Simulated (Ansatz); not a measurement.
# Lu3InN4: complex band structure, part 2 of 3

Wanted: the relaxed cell of Lu3InN4, its band edges and its decay constants. It is built by putting Lu for Al, In for Ga in the Al3GaN4 structure of space group P-43m, with the volume rescaled by atomic radii. The parent structure comes from the Materials Project.

Ansatz 0.2.0; PBEsol DFT, plane waves, PAW files (the session's first sound run).

So far. Step 2 (Relaxing the new crystal): The largest force component on a free atom ends at 1.6e-4 eV/Å.

The structure was built from a prototype and need not be the compound's stable phase.

### 3. The bulk crystal and its band edges

The energy window and the wavevectors of the next steps follow from the band edges, so these are searched first, off the mesh as well.

The input, input.yaml:

```yaml
crystal:
  lattice:
    - [5.0503764176, 0.0, 0.0]
    - [0.0, 5.0503764176, 0.0]
    - [0.0, 0.0, 5.0503764176]
  atoms:
    - { symbol: Lu, position: [0.5, 0.5, 0.0] }
    - { symbol: Lu, position: [0.5, 0.0, 0.5] }
    - { symbol: Lu, position: [0.0, 0.5, 0.5] }
    - { symbol: In, position: [0.0, 0.0, 0.0] }
    - { symbol: "N", position: [0.749060862, 0.749060862, 0.250939138] }
    - { symbol: "N", position: [0.749060862, 0.250939138, 0.749060862] }
    - { symbol: "N", position: [0.250939138, 0.749060862, 0.749060862] }
    - { symbol: "N", position: [0.250939138, 0.250939138, 0.250939138] }
kpoints:
  mp_grid: { grid: [6, 6, 6] }
  band_path: { path: [VBM, CBM], npoints: 30 }
scf:
  occupations: { method: fixed }
hamiltonian:
  xc: pbesol
output:
  eigenvalues: true
  write_potential: true
  write_density: true
  volumetric_format: npy
```

The run is started by

```
$ ansatz run input.yaml --threads 2 --pin off --max-ram 4096MiB --backend cpu --events-out ev --progress --plain --runs-dir out
```

Numbers of over 12 decimals in the logs are rounded to 6 here.

What it wrote:

```text
[...]
Crystal: 8 atoms, lattice volume = 128.816 Å³
Basis set: ecut = 420 eV, 2517 PW (Γ)
Bands: 65, of which v1, the nominal top of the filled ones, is band 54 counted from 1 (53 counted from 0)
Symmetry: 24 space group operations
[...]
k-points: 20 of 216 (time reversal used)
[...]
SCF iter   1: F=—  HF=-50883.384537 eV  |F-HF|=—  |Δ(HF+E_count)|=         —  Δρ=1.37e-2  dr2=2.87e-1  ethr=1.77e-3  ⟨swp⟩=5.8  Hψ=4773  notcnv=0  defer=160
[...]
SCF iter   9: F=-50883.308233 eV  HF=-50883.308233 eV  |F-HF|=3.39e-8  |Δ(HF+E_count)|=   6.07e-8  Δρ=7.04e-6  dr2=4.18e-8  ethr=9.26e-11  ⟨swp⟩=15.6  Hψ=7950  notcnv=0
SCF 1 converged in 9 iterations: F = -50883.308233 eV  dr2 = 4.18e-8
[...]
NSCF: frozen V_eff on 20 k-points
[...]
SCF converged after 9 iterations
Free energy (F): -50883.308233 eV
[...]
Internal energy: -50883.308233 eV  (E = F + TS)
E sigma→0 (E₀):  -50883.308233 eV
Fermi energy:    11.373962 eV
[...]
--- Band table (eV; the first three rows and the last of 20) ---
  k-point 0: bands = [... 50 lower, 10.4793, 11.3740, 11.3740, 11.3740, 12.6310, 14.3084, 14.3084, 14.3084, ... 7 higher]
  k-point 1: bands = [... 50 lower, 10.5831, 11.2035, 11.3323, 11.3323, 13.1715, 14.3364, 14.3517, 14.3517, ... 7 higher]
  k-point 2: bands = [... 50 lower, 10.7625, 10.7625, 11.2165, 11.2165, 14.2766, 14.4541, 14.4541, 14.5845, ... 7 higher]
  k-point 19: bands = [... 50 lower, 10.8557, 10.9206, 10.9206, 10.9206, 15.0820, 16.3632, 16.8544, 16.8544, ... 7 higher]
```

Run time: 40 s. Hardware: 2 threads of Arm Neoverse V2, shared host; peak memory 0.46 GiB; 78 s of CPU time.

This step gave:

```yaml
free_energy: -50883.3082 eV
fermi_energy: 11.37 eV
gap_on_the_k_mesh: 1.257 eV
gap_on_path: 1.257 eV, by band count; negative where bands overlap
direct_gap_on_path: 1.257 eV
edge_places_on_path: 0, 0 1/A along the path
```

Levels at VBM (eV): -4.88, -2.99, -2.99, -2.46, -2.46, -2.46, -2.41, -2.41, -2.41, -2.30, -2.30, -2.30, -2.28, -2.21, -2.21, -2.21, -2.20, -2.20, -2.20, -2.19, -2.19, -2.19, -1.94, -1.94, -1.19, -1.19, -1.19, -0.89, -0.89, -0.89, 0.00, 0.00, 0.00, 1.26, 2.93, 2.93, 2.93, 4.36, 5.97, 5.97.

The searched edges give 1.26 eV, as on the mesh.

### 4. Complex bands, plane (001)

This step: PBEsol DFT, plane waves, PAW files; complex bands by layer matching along the plane's normal (Ansatz 0.2.0).

The same crystal is laid in a cell whose first two vectors span the (001) plane (indices of the standard conventional cell, whose axes can be ordered otherwise than in the bulk input). At fixed energy and wavevector in the plane the solver finds all kz, real and complex. A few wavevectors are listed, (0, 0) and (0.5, 0) in units of the plane's reciprocal vectors; the slowest state needn't be among them.

Changes to input.yaml since step 3:

```diff
@@ -2,5 +2,5 @@
   lattice:
-    - [5.0503764176, 0.0, 0.0]
-    - [0.0, 5.0503764176, 0.0]
-    - [0.0, 0.0, 5.0503764176]
+    - [5.050376418, 0.0, 0.0]
+    - [0.0, 5.050376418, 0.0]
+    - [0.0, 0.0, 5.050376418]
   atoms:
@@ -16,3 +16,2 @@
   mp_grid: { grid: [6, 6, 6] }
-  band_path: { path: [VBM, CBM], npoints: 30 }
 scf:
@@ -23,4 +22,6 @@
   eigenvalues: true
-  write_potential: true
-  write_density: true
-  volumetric_format: npy
+  transmission:
+    leads: [[0, 0]]
+    kpoints: [[0.0, 0.0], [0.5, 0.0]]
+    e_range: [-1.0, 2.26]
+    de: 0.07
```

What it wrote:

```text
[...]
Crystal: 8 atoms, lattice volume = 128.816 Å³
Basis set: ecut = 420 eV, 2517 PW (Γ)
Bands: 65, of which v1, the nominal top of the filled ones, is band 54 counted from 1 (53 counted from 0)
Symmetry: 24 space group operations
[...]
k-points: 20 of 216 (time reversal used)
[...]
SCF iter   1: F=—  HF=-50883.384538 eV  |F-HF|=—  |Δ(HF+E_count)|=         —  Δρ=1.37e-2  dr2=2.87e-1  ethr=1.77e-3  ⟨swp⟩=5.8  Hψ=4773  notcnv=0  defer=160
[...]
SCF iter   9: F=-50883.308233 eV  HF=-50883.308233 eV  |F-HF|=3.39e-8  |Δ(HF+E_count)|=   5.83e-8  Δρ=6.93e-6  dr2=4.05e-8  ethr=9.26e-11  ⟨swp⟩=15.6  Hψ=7956  notcnv=0
SCF 1 converged in 9 iterations: F = -50883.308233 eV  dr2 = 4.05e-8
[...]
transmission: 9 of 18 steps passed
transmission: 18 of 18 steps passed
SCF converged after 9 iterations
Free energy (F): -50883.308233 eV
[...]
Internal energy: -50883.308233 eV  (E = F + TS)
E sigma→0 (E₀):  -50883.308233 eV
Fermi energy:    11.373962 eV
[...]
--- Band table (eV; the first three rows and the last of 20) ---
  k-point 0: bands = [... 50 lower, 10.4793, 11.3740, 11.3740, 11.3740, 12.6310, 14.3084, 14.3084, 14.3084, ... 7 higher]
  k-point 1: bands = [... 50 lower, 10.5831, 11.2035, 11.3323, 11.3323, 13.1715, 14.3364, 14.3517, 14.3517, ... 7 higher]
  k-point 2: bands = [... 50 lower, 10.7625, 10.7625, 11.2165, 11.2165, 14.2766, 14.4541, 14.4541, 14.5845, ... 7 higher]
  k-point 19: bands = [... 50 lower, 10.8557, 10.9206, 10.9206, 10.9206, 15.0820, 16.3632, 16.8544, 16.8544, ... 7 higher]
--- Transmission ---
  basis      : 221 plane waves across, 9 finite elements along
  points     : 2, as listed
  energies   : 47 from -1.000000 to 2.220000 eV about the Fermi level, 0.070000 eV apart; the leads are filled to 0.628497 eV, and channels, transmission and decay are at 0.610000 eV
  crystal 0  : N4Lu3In1, at the sites [0, 0], period 5.0504 Å: whole cells are its period
    offset         : up to 0.0000 Å between an atom of the period and one for which it stands
    channels       : 0.000000e0 a spin
    conductance    : none, the energies end too early or step too widely for 300 K: set another output.transmission.e_range or a lower de, or, where they end at an eighth of basis.ecutwfc, a higher one
    slowest decay  : 0.1901 /Å at (0.0000, 0.0000)
```

The job ended after 65 s (2 threads; peak memory 0.78 GiB).

This step gave:

* level to which the leads are filled: 0.6285 eV from the Fermi level
* decay constant at the filling level, zone centre: 0.1901 Å⁻¹
* decay constant at the filling level, slowest listed point: 0.1901 Å⁻¹

K parallel (0, 0); values up to 1.5 1/Å, a degenerate pair printed once or twice; energies at which all values exceed this have no row. Im kz of the slowest decaying states against energy, zero at the highest filled level on the SCF mesh:

```tsv
energy (eV)	decay 1 (Å⁻¹)	decay 2 (Å⁻¹)	decay 3 (Å⁻¹)	decay 4 (Å⁻¹)
-1.0000	0.152	0.153	0.330	0.783
-0.7200	0.190	0.298	0.753	0.819
-0.5100	0.217	0.348	0.727	0.830
-0.2300	0.229	0.393	0.690	0.735
-0.0200	0.229	0.417	0.661	0.661
0.2600	0.219	0.249	0.439	0.526
0.4700	0.204	0.331	0.450	0.566
0.7500	0.173	0.414	0.456	0.570
1.0300	0.121	0.454	0.482	0.546
1.2400	0.0339	0.447	0.528	0.530
1.5200	0.433	0.509	0.588	0.606
1.7300	0.418	0.494	0.598	0.633
2.0100	0.391	0.473	0.580	0.700
```

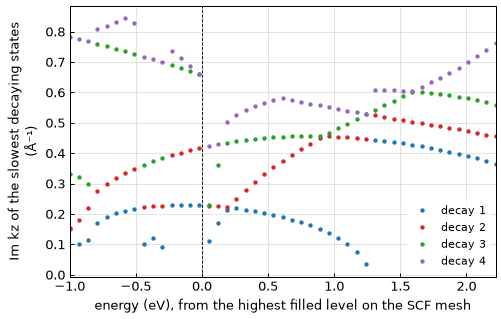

Im kz of the slowest decaying states, plotted against energy.

K parallel (0, 0). Table of Re kz of states that move upwards by energy, zero at the highest filled level on the SCF mesh:

```tsv
energy (eV)	channel 1 (Å⁻¹)	channel 2 (Å⁻¹)	channel 3 (Å⁻¹)
-1.00	-0.559	-0.205	-
-0.79	-0.477	0.209	0.209
-0.65	-0.424	0.371	0.371
-0.44	-0.341	-	-
-0.23	-0.527	-0.527	-0.242
-0.02	-0.140	-0.140	-0.0688
0.12	-	-	-
0.33	-	-	-
0.54	-	-	-
0.68	-	-	-
0.89	-	-	-
1.10	-	-	-
1.24	-	-	-
1.45	0.119	-	-
1.66	0.176	-	-
1.87	0.223	-	-
2.01	0.251	-	-
2.22	0.291	-	-
```

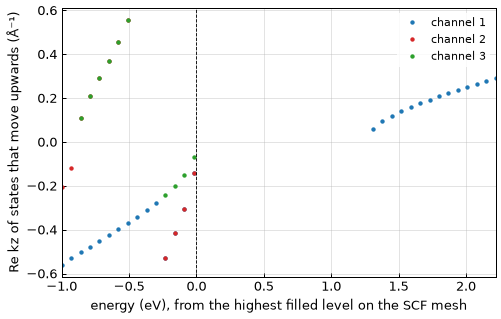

Re kz of states that move upwards, plotted against energy.

K parallel (0.5, 0); values up to 1.5 1/Å, a degenerate pair printed once or twice; energies at which all values exceed this have no row. Table of Im kz of the slowest decaying states by energy, zero at the highest filled level on the SCF mesh:

```tsv
energy (eV)	decay 1 (Å⁻¹)	decay 2 (Å⁻¹)	decay 3 (Å⁻¹)	decay 4 (Å⁻¹)
-1.000	0.222	0.243	0.329	0.426
-0.510	0.0265	0.132	0.143	0.407
-0.020	0.309	0.327	0.372	0.466
0.470	0.462	0.467	0.473	0.538
1.030	0.475	0.483	0.512	0.541
1.520	0.454	0.460	0.513	0.523
2.010	0.420	0.424	0.456	0.538
```

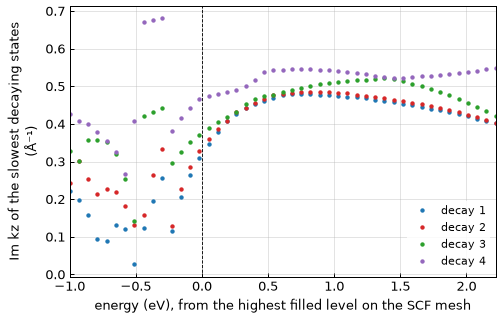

Im kz of the slowest decaying states, plotted against energy.

At the listed wavevectors the last open channel is at -0.02 eV and the next at +1.31 eV on the grid. At +0.61 eV, the grid energy nearest the filling level (the middle of the gap on the SCF mesh), the slowest state at the listed wavevectors decays with κ = 0.190 Å⁻¹, its amplitude falling by e over 5.3 Å. Through 1 nm of this crystal that state's transmission falls by exp(−2 × 0.190 Å⁻¹ × 10 Å) = 0.022.

### 5. Decay over the two-dimensional zone

The listed points could miss the slowest state, so one energy near mid-gap is solved on a mesh of 8×8.

Changes to input.yaml since step 4:

```diff
@@ -22,6 +22,2 @@
   eigenvalues: true
-  transmission:
-    leads: [[0, 0]]
-    kpoints: [[0.0, 0.0], [0.5, 0.0]]
-    e_range: [-1.0, 2.26]
-    de: 0.07
+  transmission: { leads: [[0, 0]], kmesh: [8, 8], e_range: [0.63, 0.64], de: 0.05 }
```

What it wrote:

```text
[...]
Crystal: 8 atoms, lattice volume = 128.816 Å³
Basis set: ecut = 420 eV, 2517 PW (Γ)
Bands: 65, of which v1, the nominal top of the filled ones, is band 54 counted from 1 (53 counted from 0)
Symmetry: 24 space group operations
[...]
k-points: 20 of 216 (time reversal used)
[...]
SCF iter   1: F=—  HF=-50883.384538 eV  |F-HF|=—  |Δ(HF+E_count)|=         —  Δρ=1.37e-2  dr2=2.87e-1  ethr=1.77e-3  ⟨swp⟩=5.8  Hψ=4773  notcnv=0  defer=160
[...]
SCF iter   9: F=-50883.308233 eV  HF=-50883.308233 eV  |F-HF|=3.39e-8  |Δ(HF+E_count)|=   5.83e-8  Δρ=6.93e-6  dr2=4.05e-8  ethr=9.26e-11  ⟨swp⟩=15.6  Hψ=7956  notcnv=0
SCF 1 converged in 9 iterations: F = -50883.308233 eV  dr2 = 4.05e-8
[...]
transmission: 36 of 189 steps passed
transmission: 54 of 189 steps passed
[...]
transmission: 189 of 189 steps passed
SCF converged after 9 iterations
Free energy (F): -50883.308233 eV
[...]
Internal energy: -50883.308233 eV  (E = F + TS)
E sigma→0 (E₀):  -50883.308233 eV
Fermi energy:    11.373962 eV
[...]
--- Band table (eV; the first three rows and the last of 20) ---
  k-point 0: bands = [... 50 lower, 10.4793, 11.3740, 11.3740, 11.3740, 12.6310, 14.3084, 14.3084, 14.3084, ... 7 higher]
  k-point 1: bands = [... 50 lower, 10.5831, 11.2035, 11.3323, 11.3323, 13.1715, 14.3364, 14.3517, 14.3517, ... 7 higher]
  k-point 2: bands = [... 50 lower, 10.7625, 10.7625, 11.2165, 11.2165, 14.2766, 14.4541, 14.4541, 14.5845, ... 7 higher]
  k-point 19: bands = [... 50 lower, 10.8557, 10.9206, 10.9206, 10.9206, 15.0820, 16.3632, 16.8544, 16.8544, ... 7 higher]
--- Transmission ---
  basis      : 221 plane waves across, 9 finite elements along
  points     : 21, standing for a mesh of 8 x 8
  energies   : 1 from 0.630000 to 0.630000 eV about the Fermi level; the leads are filled to 0.628497 eV, and channels, transmission and decay are at 0.630000 eV
  crystal 0  : N4Lu3In1, at the sites [0, 0], period 5.0504 Å: whole cells are its period
[...]
channels       : 0.000000e0 a spin
    conductance    : none, crystal 0 has no channel at the energies, or these end too early or step too widely for 300 K: set another output.transmission.e_range or a lower de, or, where they end at an eighth of basis.ecutwfc, a higher one
    slowest decay  : 0.1879 /Å at (0.0000, 0.0000)
```

The job ended after 51 s (2 threads; peak memory 0.81 GiB).

Numbers from this step:

```
least decay constant on the mesh : 0.1879 Å⁻¹
```

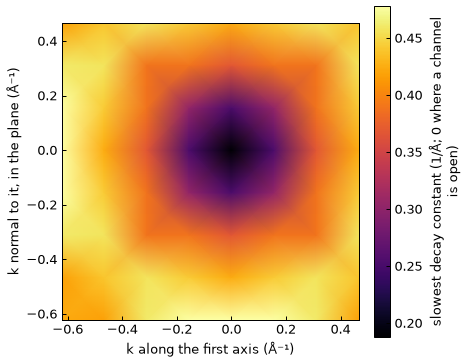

Slowest decay constant (1/Å; 0 where a channel is open) over k1 and k2. At 0.6300 eV from the Fermi level.

The least value on the mesh is 0.188 Å⁻¹ at +0.63 eV. At that energy the listed points give about 0.188 Å⁻¹ by interpolation, so the mesh holds no clearly slower state.

### 6. Decaying states in the gap, plane (110)

The same for the (110) plane, at (0, 0) and (0.5, 0), to see how the decay depends on direction.

The input, input.yaml:

```yaml
crystal:
  lattice:
    - [5.050376418, 0.0, 0.0]
    - [0.0, 7.142310825, 0.0]
    - [0.0, 3.571155412, 3.571155412]
  atoms:
    - { symbol: Lu, position: [0.0, 0.5, 0.0] }
    - { symbol: Lu, position: [0.5, 0.0, 0.5] }
    - { symbol: Lu, position: [0.5, 0.5, 0.5] }
    - { symbol: In, position: [0.0, 0.0, 0.0] }
    - { symbol: "N", position: [0.250939138, 0.250939138, 0.498121724] }
    - { symbol: "N", position: [0.749060862, 0.749060862, 0.0] }
    - { symbol: "N", position: [0.749060862, 0.250939138, 0.0] }
    - { symbol: "N", position: [0.250939138, 0.749060862, 0.501878276] }
kpoints:
  mp_grid: { grid: [6, 6, 6] }
scf:
  occupations: { method: fixed }
hamiltonian:
  xc: pbesol
output:
  eigenvalues: true
  transmission:
    leads: [[0, 0]]
    kpoints: [[0.0, 0.0], [0.5, 0.0]]
    e_range: [-1.0, 2.26]
    de: 0.07
```

What it wrote:

```text
[...]
Crystal: 8 atoms, lattice volume = 128.816 Å³
Basis set: ecut = 420 eV, 2517 PW (Γ)
Bands: 65, of which v1, the nominal top of the filled ones, is band 54 counted from 1 (53 counted from 0)
Symmetry: 24 space group operations
[...]
k-points: 20 of 216 (time reversal used)
[...]
SCF iter   1: F=—  HF=-50883.384406 eV  |F-HF|=—  |Δ(HF+E_count)|=         —  Δρ=1.37e-2  dr2=2.87e-1  ethr=1.77e-3  ⟨swp⟩=5.8  Hψ=4765  notcnv=0  defer=160
[...]
SCF iter   9: F=-50883.308238 eV  HF=-50883.308238 eV  |F-HF|=2.66e-8  |Δ(HF+E_count)|=   5.68e-8  Δρ=6.16e-6  dr2=3.18e-8  ethr=9.26e-11  ⟨swp⟩=15.4  Hψ=7976  notcnv=0
SCF 1 converged in 9 iterations: F = -50883.308238 eV  dr2 = 3.18e-8
[...]
transmission: 7 of 14 steps passed
transmission: 14 of 14 steps passed
SCF converged after 9 iterations
Free energy (F): -50883.308238 eV
[...]
Internal energy: -50883.308238 eV  (E = F + TS)
E sigma→0 (E₀):  -50883.308238 eV
Fermi energy:    11.373953 eV
[...]
--- Band table (eV; the first three rows and the last of 20) ---
  k-point 0: bands = [... 50 lower, 10.4793, 11.3740, 11.3740, 11.3740, 12.6310, 14.3084, 14.3084, 14.3084, ... 7 higher]
  k-point 1: bands = [... 50 lower, 10.5726, 11.1590, 11.2082, 11.3005, 13.5386, 14.3195, 14.4226, 14.6103, ... 7 higher]
  k-point 2: bands = [... 50 lower, 10.6670, 10.9239, 10.9562, 11.0971, 14.5254, 15.0546, 15.4017, 15.5643, ... 7 higher]
  k-point 19: bands = [... 50 lower, 10.8557, 10.9205, 10.9205, 10.9205, 15.0820, 16.3632, 16.8544, 16.8544, ... 7 higher]
--- Transmission ---
  basis      : 315 plane waves across, 7 finite elements along
  points     : 2, as listed
[...]
crystal 0  : Lu3N4In1, at the sites [0, 0], period 3.5712 Å: whole cells are its period
[...]
channels       : 0.000000e0 a spin
[...]
slowest decay  : 0.1873 /Å at (0.0000, 0.0000)
```

Elapsed: 2 min, on 2 threads; peak memory 1.1 GiB.

This step gave:

```
decay constant at the filling level, zone centre          : 0.1873 Å⁻¹
decay constant at the filling level, slowest listed point : 0.1873 Å⁻¹
```

K parallel (0, 0); values up to 1.5 1/Å, a degenerate pair printed once or twice; energies at which all values exceed this have no row. Table of Im kz of the slowest decaying states by energy, zero at the highest filled level on the SCF mesh:

```tsv
energy (eV)	decay 1 (Å⁻¹)	decay 2 (Å⁻¹)	decay 3 (Å⁻¹)	decay 4 (Å⁻¹)
-1.0000	0.0257	0.103	0.140	0.229
-0.7200	0.154	0.191	0.223	0.332
-0.5100	0.0344	0.0982	0.209	0.223
-0.2300	0.228	0.351	0.365	0.388
-0.0200	0.227	0.370	0.389	0.412
0.2600	0.214	0.319	0.345	0.416
0.4700	0.200	0.394	0.423	0.429
0.7500	0.171	0.420	0.438	0.439
1.0300	0.120	0.405	0.427	0.433
1.2400	0.0339	0.388	0.425	0.427
1.5200	0.367	0.411	0.422	0.444
1.7300	0.350	0.396	0.416	0.441
2.0100	0.321	0.371	0.404	0.423
```

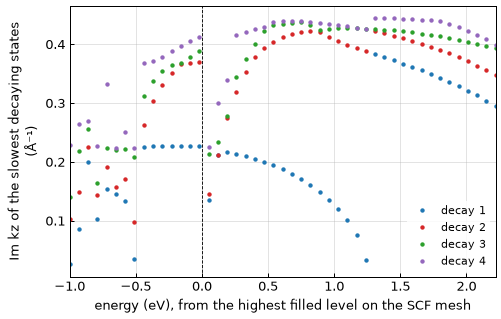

Im kz of the slowest decaying states against energy.

K parallel (0, 0). The Re kz of states that move upwards by energy, zero at the highest filled level on the SCF mesh:

```tsv
energy (eV)	channel 1 (Å⁻¹)	channel 2 (Å⁻¹)	channel 3 (Å⁻¹)	channel 4 (Å⁻¹)	channel 5 (Å⁻¹)
-1.0000	-	-	-	-	-
-0.7200	-0.859	0.539	-	-	-
-0.5100	-	-	-	-	-
-0.2300	-0.532	-0.361	-0.305	-	-
-0.0200	-0.142	-0.0921	-0.0836	-	-
0.2600	-	-	-	-	-
0.4700	-	-	-	-	-
0.7500	-	-	-	-	-
1.0300	-	-	-	-	-
1.2400	-	-	-	-	-
1.5200	0.141	-	-	-	-
1.7300	0.196	-	-	-	-
2.0100	0.259	-	-	-	-
```

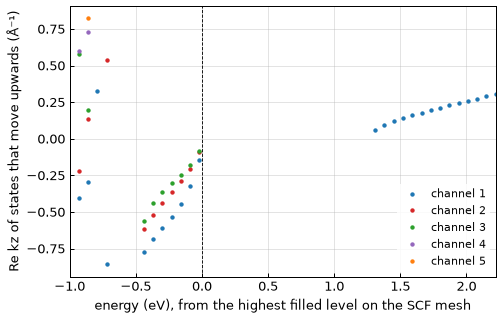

Re kz of states that move upwards, plotted against energy.

K parallel (0.5, 0); values up to 1.5 1/Å, a degenerate pair printed once or twice; energies at which all values exceed this have no row. Im kz of the slowest decaying states against energy, zero at the highest filled level on the SCF mesh:

```tsv
energy (eV)	decay 1 (Å⁻¹)	decay 2 (Å⁻¹)	decay 3 (Å⁻¹)	decay 4 (Å⁻¹)
-1.000	0.144	0.172	0.179	0.274
-0.510	0.0663	0.0795	0.0949	0.232
-0.020	0.267	0.350	0.353	0.369
0.470	0.395	0.422	0.438	0.450
1.030	0.399	0.437	0.447	0.473
1.520	0.384	0.436	0.441	0.465
2.010	0.350	0.412	0.439	0.446
```

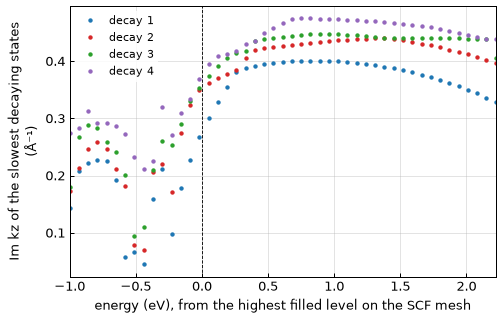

Im kz of the slowest decaying states, plotted against energy.

At the listed wavevectors the last open channel is at -0.02 eV and the next at +1.31 eV on the grid. At +0.61 eV, the grid energy nearest the filling level (the middle of the gap on the SCF mesh), the slowest state at the listed wavevectors decays with κ = 0.187 Å⁻¹, its amplitude falling by e over 5.3 Å; the first such run, plane (001), gave 0.190 Å⁻¹.

(Continued in part 3 of 3.)

[Logs are printed without paths, hosts, clocks, repeated set-up lines and the standing remarks that a program may print on its own settings, such as how far it seeks lower states.]

[Hosts, paths, dates, database ids (printed as entryN), source tags and the programs' standing remarks are cut or masked in the printed files.]
